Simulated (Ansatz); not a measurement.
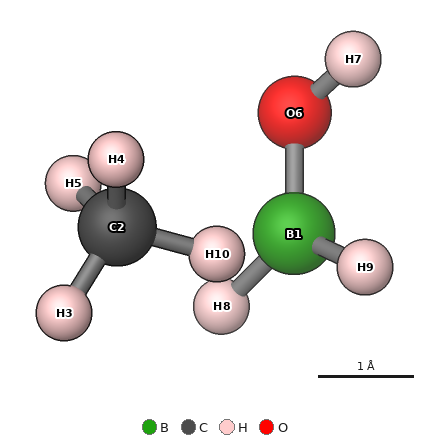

Fig. 1: The starting structure (ball-and-stick view, seen at a tilt; atoms are numbered from 1 in the order of the input).

**Geometry relaxation, with input and output: CH7BO (part 1 of 3)**

- system: CH7BO
- method: RKS PBE0/def2-SVP (Ansatz 0.2.0)

It belongs to a series of runs on one base structure; here: end point B relaxed. Figures and captions count atoms from 1; the log counts them from 0 in places.

The program's output
```
The last accepted step is kept in [file] (removed where the run ends without a failure and the disk answers)
Engine: ansatz 0.2.0, aarch64-unknown-linux-gnu
Functional definition: PBE0
  parameter a = 0.25
  parameter kappa = 0.804
  parameter beta = 0.06672455060314922
  exchange = (1 - a)*pbe_x(kappa = kappa, mu = beta*pi^2/3) + a*exact_x
  correlation = pbe_c(beta = beta)
852 factors; integrals over basis functions are off by at most 3.8e-4 eV
mean field evaluation 1: about -3861.8472 eV, gradient 5.2e1 eV
mean field evaluation 2: about -3858.5258 eV, gradient 6.7e1 eV
mean field evaluation 4: about -3867.5667 eV, gradient 1.7e0 eV
mean field evaluation 8: about -3867.5721 eV, gradient 8.4e-3 eV
mean field -3867.57205274 eV, -142.1306514036 hartree, gradient 3.8e-5 eV, S^2 0.000000; 0 other end points of the search recorded, 0 dependent functions left out
the calculation of the forces begins
reference -3867.57207794 eV, -142.1306523296 hartree; 13, 13 occupied and 64, 64 virtual orbitals, 852 factors
relax step   1: F+E_penalty+E_count = -3867.57205274 eV  Δ(F+E_penalty+E_count) = +0.000e0 eV  max|allowed force component| = 3.816e-1 eV/Å  Δτ_max = 0.0000 Å  (22 SCF iters, accepted)
these checks for a lower state are left out or cut short: starts, cluster_reference, orbital_swaps, neighbouring_geometries, increment
852 factors; integrals over basis functions are off by at most 4.5e-4 eV
mean field evaluation 16: about -3867.6595 eV, gradient 1.1e-1 eV
mean field -3867.65954866 eV, -142.1338668194 hartree, gradient 2.5e-5 eV, S^2 0.000000; 0 other end points of the search recorded, 0 dependent functions left out
[... from here on the field's lines of each further geometry are left out, up to the last ...]
relax step   2: F+E_penalty+E_count = -3867.65954866 eV  Δ(F+E_penalty+E_count) = -8.750e-2 eV  max|allowed force component| = 2.030e-1 eV/Å  Δτ_max = 0.2000 Å  (26 SCF iters, accepted)
relax step   3: F+E_penalty+E_count = -3867.69310107 eV  Δ(F+E_penalty+E_count) = -3.355e-2 eV  max|allowed force component| = 3.634e-1 eV/Å  Δτ_max = 0.2000 Å  (25 SCF iters, accepted)
relax step   4: F+E_penalty+E_count = -3867.71510548 eV  Δ(F+E_penalty+E_count) = -2.200e-2 eV  max|allowed force component| = 2.131e-1 eV/Å  Δτ_max = 0.1938 Å  (23 SCF iters, accepted)
relax step   5: F+E_penalty+E_count = -3867.72008669 eV  Δ(F+E_penalty+E_count) = -4.981e-3 eV  max|allowed force component| = 7.960e-2 eV/Å  Δτ_max = 0.1047 Å  (23 SCF iters, accepted)
relax step   6: F+E_penalty+E_count = -3867.72220158 eV  Δ(F+E_penalty+E_count) = -2.115e-3 eV  max|allowed force component| = 8.978e-2 eV/Å  Δτ_max = 0.0813 Å  (23 SCF iters, accepted)
relax step   7: F+E_penalty+E_count = -3867.72234775 eV  Δ(F+E_penalty+E_count) = -1.462e-4 eV  max|allowed force component| = 9.476e-2 eV/Å  Δτ_max = 0.0364 Å  (23 SCF iters, accepted)
relax step   8: F+E_penalty+E_count = -3867.72389427 eV  Δ(F+E_penalty+E_count) = -1.547e-3 eV  max|allowed force component| = 1.336e-1 eV/Å  Δτ_max = 0.1473 Å  (25 SCF iters, accepted)
relax step   9: F+E_penalty+E_count = -3867.72518767 eV  Δ(F+E_penalty+E_count) = -1.293e-3 eV  max|allowed force component| = 1.090e-1 eV/Å  Δτ_max = 0.0226 Å  (23 SCF iters, accepted)
relax step  10: F+E_penalty+E_count = -3867.72526972 eV  Δ(F+E_penalty+E_count) = -8.204e-5 eV  max|allowed force component| = 1.395e-1 eV/Å  Δτ_max = 0.0652 Å  (23 SCF iters, accepted)
relax step  11: F+E_penalty+E_count = -3867.72687053 eV  Δ(F+E_penalty+E_count) = -1.601e-3 eV  max|allowed force component| = 1.052e-1 eV/Å  Δτ_max = 0.0372 Å  (22 SCF iters, accepted)
relax step  12: F+E_penalty+E_count = -3867.72777193 eV  Δ(F+E_penalty+E_count) = -9.014e-4 eV  max|allowed force component| = 5.464e-2 eV/Å  Δτ_max = 0.0333 Å  (23 SCF iters, accepted)
relax step  13: F+E_penalty+E_count = -3867.72890808 eV  Δ(F+E_penalty+E_count) = -1.136e-3 eV  max|allowed force component| = 9.034e-2 eV/Å  Δτ_max = 0.0796 Å  (22 SCF iters, accepted)
relax step  14: F+E_penalty+E_count = -3867.72957544 eV  Δ(F+E_penalty+E_count) = -6.674e-4 eV  max|allowed force component| = 9.654e-2 eV/Å  Δτ_max = 0.0482 Å  (23 SCF iters, accepted)
relax step  15: F+E_penalty+E_count = -3867.73036740 eV  Δ(F+E_penalty+E_count) = -7.920e-4 eV  max|allowed force component| = 8.912e-2 eV/Å  Δτ_max = 0.0449 Å  (23 SCF iters, accepted)
relax step  16: F+E_penalty+E_count = -3867.73051924 eV  Δ(F+E_penalty+E_count) = -1.518e-4 eV  max|allowed force component| = 1.327e-1 eV/Å  Δτ_max = 0.0678 Å  (22 SCF iters, accepted)
relax step  17: F+E_penalty+E_count = -3867.73187469 eV  Δ(F+E_penalty+E_count) = -1.355e-3 eV  max|allowed force component| = 1.013e-1 eV/Å  Δτ_max = 0.0463 Å  (23 SCF iters, accepted)
relax step  18: F+E_penalty+E_count = -3867.73233961 eV  Δ(F+E_penalty+E_count) = -4.649e-4 eV  max|allowed force component| = 5.724e-2 eV/Å  Δτ_max = 0.0152 Å  (24 SCF iters, accepted)
relax step  19: F+E_penalty+E_count = -3867.73317174 eV  Δ(F+E_penalty+E_count) = -8.321e-4 eV  max|allowed force component| = 5.064e-2 eV/Å  Δτ_max = 0.0756 Å  (22 SCF iters, accepted)
relax step  20: F+E_penalty+E_count = -3867.73055230 eV  Δ(F+E_penalty+E_count) = +2.619e-3 eV  max|allowed force component| = 2.782e-1 eV/Å  Δτ_max = 0.1726 Å  (26 SCF iters, rejected (line search))
relax step  21: F+E_penalty+E_count = -3867.73328040 eV  Δ(F+E_penalty+E_count) = -1.087e-4 eV  max|allowed force component| = 4.396e-2 eV/Å  Δτ_max = 0.0059 Å  (21 SCF iters, accepted)
relax step  22: F+E_penalty+E_count = -3867.73441096 eV  Δ(F+E_penalty+E_count) = -1.131e-3 eV  max|allowed force component| = 5.753e-2 eV/Å  Δτ_max = 0.0979 Å  (22 SCF iters, accepted)
relax step  23: F+E_penalty+E_count = -3867.73374649 eV  Δ(F+E_penalty+E_count) = +6.645e-4 eV  max|allowed force component| = 2.051e-1 eV/Å  Δτ_max = 0.1467 Å  (25 SCF iters, rejected (line search))
relax step  24: F+E_penalty+E_count = -3867.73535509 eV  Δ(F+E_penalty+E_count) = -9.441e-4 eV  max|allowed force component| = 5.628e-2 eV/Å  Δτ_max = 0.0733 Å  (22 SCF iters, accepted)
relax step  25: F+E_penalty+E_count = -3867.72769431 eV  Δ(F+E_penalty+E_count) = +7.661e-3 eV  max|allowed force component| = 4.948e-1 eV/Å  Δτ_max = 0.0718 Å  (26 SCF iters, rejected (line search))
relax step  26: F+E_penalty+E_count = -3867.73619697 eV  Δ(F+E_penalty+E_count) = -8.419e-4 eV  max|allowed force component| = 1.880e-2 eV/Å  Δτ_max = 0.0359 Å  (22 SCF iters, accepted)
relax step  27: F+E_penalty+E_count = -3867.73676663 eV  Δ(F+E_penalty+E_count) = -5.697e-4 eV  max|allowed force component| = 2.697e-2 eV/Å  Δτ_max = 0.0366 Å  (22 SCF iters, accepted)
relax step  28: F+E_penalty+E_count = -3867.73752713 eV  Δ(F+E_penalty+E_count) = -7.605e-4 eV  max|allowed force component| = 6.125e-2 eV/Å  Δτ_max = 0.0549 Å  (23 SCF iters, accepted)
relax step  29: F+E_penalty+E_count = -3867.73835304 eV  Δ(F+E_penalty+E_count) = -8.259e-4 eV  max|allowed force component| = 1.370e-1 eV/Å  Δτ_max = 0.0823 Å  (21 SCF iters, accepted)
relax step  30: F+E_penalty+E_count = -3867.73889512 eV  Δ(F+E_penalty+E_count) = -5.421e-4 eV  max|allowed force component| = 1.462e-1 eV/Å  Δτ_max = 0.0431 Å  (23 SCF iters, accepted)
relax step  31: F+E_penalty+E_count = -3867.73962716 eV  Δ(F+E_penalty+E_count) = -7.320e-4 eV  max|allowed force component| = 1.585e-1 eV/Å  Δτ_max = 0.0867 Å  (21 SCF iters, accepted)
relax step  32: F+E_penalty+E_count = -3867.71905629 eV  Δ(F+E_penalty+E_count) = +2.057e-2 eV  max|allowed force component| = 7.120e-1 eV/Å  Δτ_max = 0.1955 Å  (27 SCF iters, rejected (line search))
relax step  33: F+E_penalty+E_count = -3867.74033730 eV  Δ(F+E_penalty+E_count) = -7.101e-4 eV  max|allowed force component| = 1.070e-1 eV/Å  Δτ_max = 0.0505 Å  (23 SCF iters, accepted)
relax step  34: F+E_penalty+E_count = -3867.74142800 eV  Δ(F+E_penalty+E_count) = -1.091e-3 eV  max|allowed force component| = 1.325e-1 eV/Å  Δτ_max = 0.0823 Å  (23 SCF iters, accepted)
relax step  35: F+E_penalty+E_count = -3867.74218069 eV  Δ(F+E_penalty+E_count) = -7.527e-4 eV  max|allowed force component| = 1.232e-1 eV/Å  Δτ_max = 0.0147 Å  (21 SCF iters, accepted)
relax step  36: F+E_penalty+E_count = -3867.74284796 eV  Δ(F+E_penalty+E_count) = -6.673e-4 eV  max|allowed force component| = 6.939e-2 eV/Å  Δτ_max = 0.0321 Å  (23 SCF iters, accepted)
relax step  37: F+E_penalty+E_count = -3867.74337070 eV  Δ(F+E_penalty+E_count) = -5.227e-4 eV  max|allowed force component| = 8.705e-2 eV/Å  Δτ_max = 0.0973 Å  (25 SCF iters, accepted)
relax step  38: F+E_penalty+E_count = -3867.74375141 eV  Δ(F+E_penalty+E_count) = -3.807e-4 eV  max|allowed force component| = 5.888e-2 eV/Å  Δτ_max = 0.0148 Å  (23 SCF iters, accepted)
relax step  39: F+E_penalty+E_count = -3867.74396143 eV  Δ(F+E_penalty+E_count) = -2.100e-4 eV  max|allowed force component| = 4.557e-2 eV/Å  Δτ_max = 0.0118 Å  (23 SCF iters, accepted)
relax step  40: F+E_penalty+E_count = -3867.74419652 eV  Δ(F+E_penalty+E_count) = -2.351e-4 eV  max|allowed force component| = 1.344e-1 eV/Å  Δτ_max = 0.0934 Å  (26 SCF iters, accepted)
relax step  41: F+E_penalty+E_count = -3867.74472173 eV  Δ(F+E_penalty+E_count) = -5.252e-4 eV  max|allowed force component| = 8.149e-2 eV/Å  Δτ_max = 0.0341 Å  (21 SCF iters, accepted)
relax step  42: F+E_penalty+E_count = -3867.74507497 eV  Δ(F+E_penalty+E_count) = -3.532e-4 eV  max|allowed force component| = 3.890e-2 eV/Å  Δτ_max = 0.0311 Å  (22 SCF iters, accepted)
relax step  43: F+E_penalty+E_count = -3867.74532814 eV  Δ(F+E_penalty+E_count) = -2.532e-4 eV  max|allowed force component| = 4.128e-2 eV/Å  Δτ_max = 0.0450 Å  (21 SCF iters, accepted)
relax step  44: F+E_penalty+E_count = -3867.74209073 eV  Δ(F+E_penalty+E_count) = +3.237e-3 eV  max|allowed force component| = 3.839e-1 eV/Å  Δτ_max = 0.1570 Å  (26 SCF iters, rejected (line search))
relax step  45: F+E_penalty+E_count = -3867.73537708 eV  Δ(F+E_penalty+E_count) = +9.951e-3 eV  max|allowed force component| = 4.497e-1 eV/Å  Δτ_max = 0.0235 Å  (21 SCF iters, rejected (line search))
relax step  46: F+E_penalty+E_count = -3867.74545422 eV  Δ(F+E_penalty+E_count) = -1.261e-4 eV  max|allowed force component| = 2.076e-2 eV/Å  Δτ_max = 0.0117 Å  (23 SCF iters, accepted)
relax step  47: F+E_penalty+E_count = -3867.74557186 eV  Δ(F+E_penalty+E_count) = -1.176e-4 eV  max|allowed force component| = 1.258e-1 eV/Å  Δτ_max = 0.0802 Å  (23 SCF iters, accepted)
relax step  48: F+E_penalty+E_count = -3867.74580103 eV  Δ(F+E_penalty+E_count) = -2.292e-4 eV  max|allowed force component| = 5.394e-2 eV/Å  Δτ_max = 0.0124 Å  (23 SCF iters, accepted)
the calculation of the forces begins
reference -3867.74600392 eV, -142.1370439917 hartree; 13, 13 occupied and 64, 64 virtual orbitals, 849 factors
relax step  49: F+E_penalty+E_count = -3867.74597476 eV  Δ(F+E_penalty+E_count) = -1.737e-4 eV  max|allowed force component| = 1.967e-2 eV/Å  Δτ_max = 0.0236 Å  (22 SCF iters, accepted)
849 factors; integrals over basis functions are off by at most 4.2e-4 eV
mean field evaluation 288: about -3867.7460 eV, gradient 6.2e-4 eV
```

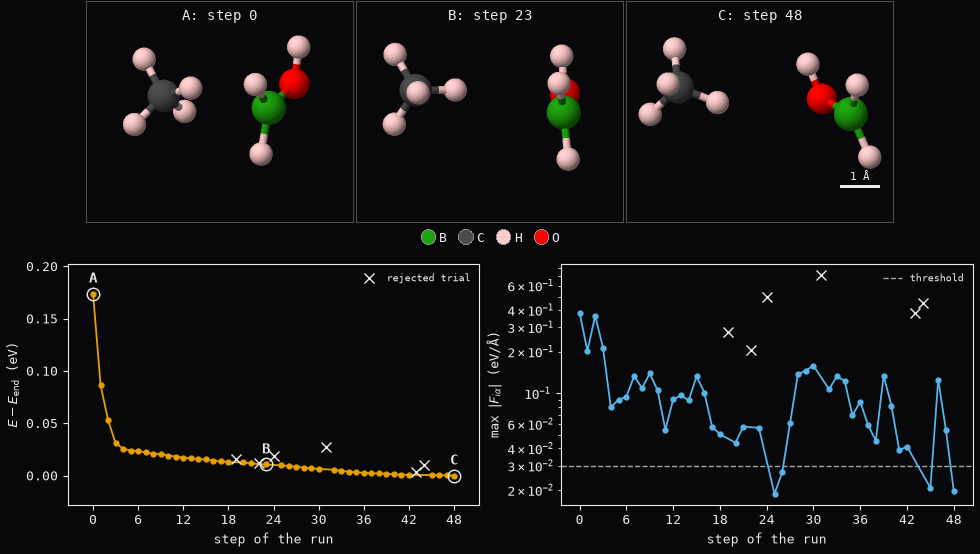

Fig. 2: Frames of the relaxation (ball-and-stick view, seen at a tilt) above the curves, on which the letters mark them (the first geometry is step 0 here and step 1 in the log).

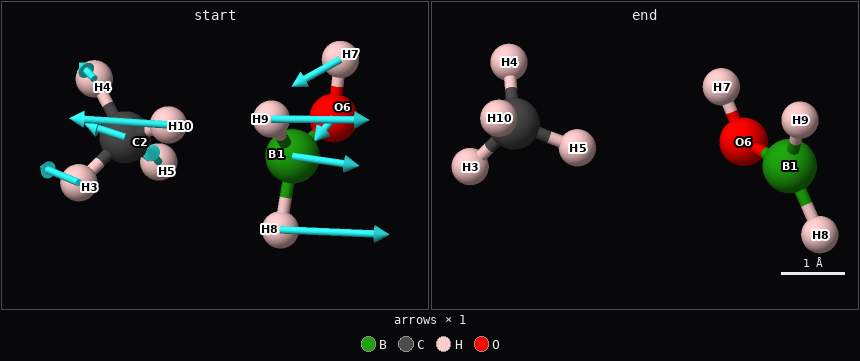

Fig. 3: Before (left) and after (right) the relaxation, at one scale (ball-and-stick view, seen at a tilt). The teal arrows give the displacements, at true length. The largest move after the best rigid fit is that of H8, 1.78 Å. By element the largest moves are H 1.78 Å, B 1.11 Å, C 0.71 Å, O 0.52 Å. Distances before and after: B1–H9 1.199 → 1.214 Å, C2–H10 1.106 → 1.098 Å. The energy falls by 0.174 eV in 48 geometry steps. Largest force component: 0.38 eV/Å at the start, 0.02 eV/Å at the end. The line search rejected the trial steps at points 19, 22, 24, 31, 43, 44 (counted from 0) and went back. (Atoms are counted from 1 in the order of the input.)

```
mean field -3867.74597476 eV, -142.1370429201 hartree, gradient 3.5e-5 eV, S^2 0.000000; 1 other end points of the search recorded, 0 dependent functions left out
the calculation of the forces begins
reference -3867.74600392 eV, -142.1370439917 hartree; 13, 13 occupied and 64, 64 virtual orbitals, 849 factors
Total energy: -3867.74600392 eV, -142.1370439917 hartree
Atom 0 at    -0.055590    -0.521785    -1.598278 Å, force     0.019670     0.006159     0.009055 eV/Å
Atom 1 at     0.050432    -0.208053     3.001500 Å, force     0.001269     0.002417    -0.001712 eV/Å
Atom 2 at    -0.389535     0.564267     3.646220 Å, force     0.001303    -0.001968    -0.000531 eV/Å
Atom 3 at     1.082905    -0.402391     3.322795 Å, force    -0.003098     0.000805    -0.000994 eV/Å
Atom 4 at     0.042231     0.142823     1.960824 Å, force     0.000625    -0.001051     0.003913 eV/Å
Atom 5 at     0.677563     0.085851    -0.645436 Å, force    -0.016591    -0.004356    -0.013221 eV/Å
Atom 6 at     1.248748    -0.517316    -0.158008 Å, force    -0.000436    -0.005128     0.000147 eV/Å
Atom 7 at    -0.790738     0.182144    -2.249515 Å, force    -0.000496    -0.003621     0.003317 eV/Å
Atom 8 at     0.034081    -1.718384    -1.782523 Å, force    -0.002860     0.005629    -0.000623 eV/Å
Atom 9 at    -0.538896    -1.131058     3.085423 Å, force     0.000613     0.001114     0.000649 eV/Å
Dipole moment:     0.206227    -0.209328     0.164952 e Å
```

Trajectory as extended XYZ (Å, eV, eV/Å), 49 frames, from step=1 to step=49
```
10
Properties=species:S:1:pos:R:3:forces:R:3 step=1 energy=-3867.57205
B    -0.0821   -0.4605   -0.4954    0.0938   0.2893  -0.2208
C    -0.0491   -0.2174    2.2989   -0.0205  -0.0911   0.1650
H    -0.9870   -0.0820    2.8538   -0.0009   0.0092   0.0126
H     0.7328   -0.5871    2.9771   -0.0104   0.0149   0.0000
H     0.2593    0.7436    1.8688    0.0168  -0.0179  -0.0032
O     1.1300    0.0056   -0.8636   -0.1029   0.0731   0.0377
H     1.8118   -0.6707   -0.8515    0.0838  -0.0790  -0.0549
H    -0.9885    0.3349   -0.4636   -0.0343  -0.0011  -0.0878
H    -0.2509   -1.6215   -0.2467   -0.0584  -0.3816  -0.2104
H    -0.2152   -0.9688    1.5052    0.0329   0.1844   0.3618
10
Properties=species:S:1:pos:R:3:forces:R:3 step=2 energy=-3867.65955
B    -0.0870   -0.4816   -0.5863    0.1536   0.1095  -0.2030
C    -0.0467   -0.1994    2.3855   -0.0185  -0.0449   0.0300
H    -0.9857   -0.0502    2.9337    0.0197   0.0222   0.0616
H     0.7359   -0.5709    3.0598   -0.0128   0.0308   0.0565
H     0.2704    0.7484    1.9321    0.0071  -0.0210   0.0146
O     1.1401    0.0143   -0.8653   -0.1852  -0.1261   0.0416
H     1.8190   -0.6679   -0.8964    0.0092   0.0244  -0.0126
H    -0.9975    0.3106   -0.5455    0.0004   0.0013  -0.0117
H    -0.2668   -1.6726   -0.4394    0.0281  -0.0257  -0.0580
H    -0.2205   -0.9546    1.6046   -0.0016   0.0295   0.0811
10
Properties=species:S:1:pos:R:3:forces:R:3 step=3 energy=-3867.69310
B    -0.0835   -0.4833   -0.7265   -0.0123   0.0255   0.3634
C    -0.0578   -0.2087    2.4711   -0.1158  -0.0479   0.0884
H    -0.9519    0.0349    3.0689    0.1177   0.0018  -0.1078
H     0.7439   -0.5406    3.1464   -0.0116  -0.0073  -0.0432
H     0.2747    0.6819    1.9169   -0.0506  -0.0930   0.0430
O     1.1456    0.0326   -0.8996    0.0315   0.0653  -0.1841
H     1.8314   -0.6407   -0.9344    0.0670  -0.0169   0.0150
H    -0.9992    0.3019   -0.6521   -0.0184  -0.0299  -0.1422
H    -0.2336   -1.6779   -0.5778   -0.0616  -0.0488  -0.1682
H    -0.3085   -1.0241    1.7702    0.0540   0.1513   0.1356
10
Properties=species:S:1:pos:R:3:forces:R:3 step=4 energy=-3867.71511
B    -0.0608   -0.4779   -0.8070   -0.0427  -0.0474  -0.0406
C    -0.0812   -0.2163    2.5746    0.1644  -0.0405   0.0477
H    -0.9356    0.0979    3.1767   -0.2132   0.1093   0.0630
H     0.7280   -0.5164    3.2520    0.0683  -0.0521  -0.0213
H     0.2602    0.6147    1.9459   -0.0134   0.0377  -0.0208
O     1.1584    0.0431   -1.0328    0.0398   0.0392   0.0606
H     1.8528   -0.6234   -1.0348    0.0320   0.0053  -0.0570
H    -0.9845    0.3007   -0.7526    0.0104  -0.0370  -0.0247
H    -0.2024   -1.6795   -0.6868   -0.0411   0.0383   0.0219
H    -0.3739   -1.0669    1.9476   -0.0045  -0.0527  -0.0288
10
Properties=species:S:1:pos:R:3:forces:R:3 step=5 energy=-3867.72009
B    -0.0548   -0.4763   -0.8584   -0.0354  -0.0502   0.0247
C    -0.0870   -0.2223    2.6216    0.0142   0.0194   0.0253
H    -0.9314    0.1456    3.2214   -0.0048   0.0163  -0.0796
H     0.7283   -0.5036    3.3021    0.0218  -0.0349  -0.0441
H     0.2621    0.5702    1.9416   -0.0562  -0.0686   0.0685
O     1.1643    0.0553   -1.0595    0.0308   0.0050   0.0094
H     1.8616   -0.6085   -1.0787    0.0207   0.0213  -0.0224
H    -0.9832    0.2968   -0.8045    0.0109  -0.0332  -0.0254
H    -0.1923   -1.6798   -0.7435   -0.0301   0.0561  -0.0075
H    -0.4063   -1.1014    2.0410    0.0282   0.0687   0.0511
10
Properties=species:S:1:pos:R:3:forces:R:3 step=6 energy=-3867.72220
B    -0.0430   -0.4846   -0.8772   -0.0068   0.0898  -0.0664
C    -0.0955   -0.2193    2.6620    0.0050  -0.0087  -0.0211
H    -0.9483    0.1522    3.2447   -0.0068   0.0054   0.0070
H     0.7059   -0.5359    3.3419    0.0074  -0.0045   0.0167
H     0.2746    0.5800    2.0067    0.0054   0.0126  -0.0005
O     1.1645    0.0522   -1.1322   -0.0110   0.0156   0.0186
H     1.8737   -0.5979   -1.1584    0.0161  -0.0202   0.0007
H    -0.9762    0.2816   -0.8370   -0.0059  -0.0001   0.0140
H    -0.1773   -1.6773   -0.7203    0.0046  -0.0861   0.0232
H    -0.4171   -1.0749    2.0527   -0.0079  -0.0037   0.0078
```
